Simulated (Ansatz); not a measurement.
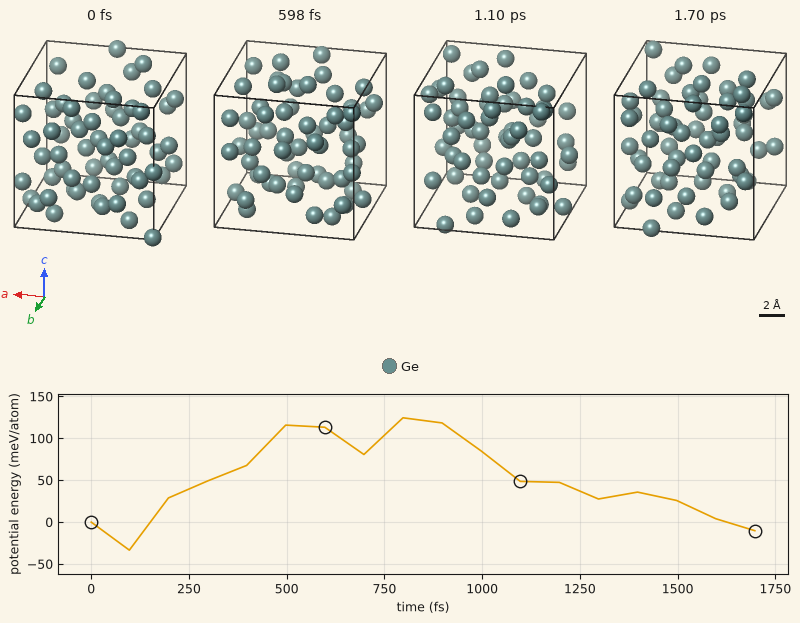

Molecular dynamics of an amorphous cell of composition Ge$_{64}$ (64 atoms in the cell), 1.70 ps long. Frames and the history of the run. Style: spheres-only. Shown: the simulation cell, from a free direction. Atoms that leave the cell re-enter on the other side.

Theory: DFT, PBEsol, PAW, plane waves (Ansatz). Settings: plane-wave cutoff 420 eV; k-point mesh 1 × 1 × 1; Fermi-Dirac smearing 0.01 eV; Langevin thermostat (NVT); set temperature 2200 K, then 2200 K at the end of 240 steps, then to 300 K over 460 steps; time step 2.5 fs.

Q: Describe the run.

A: Under the programmed temperature the kinetic temperature goes from 2150 K (first eighth) to 639 K (last eighth), with a peak of 2597 K. That is well off the final set point of 300 K. The potential energy in the second half lies on average 42.5 meV per atom above the first frame. In the second half of the run the atoms are, in the root-mean-square, this far from where they began (common drift taken out): Ge 1.84 Å. That is a large part of the typical shortest distance between atoms in the first frame, about 2.3 Å and still growing: the atoms leave their places as in a liquid.

Limits of the set-up: the program's low-accuracy preset was used.
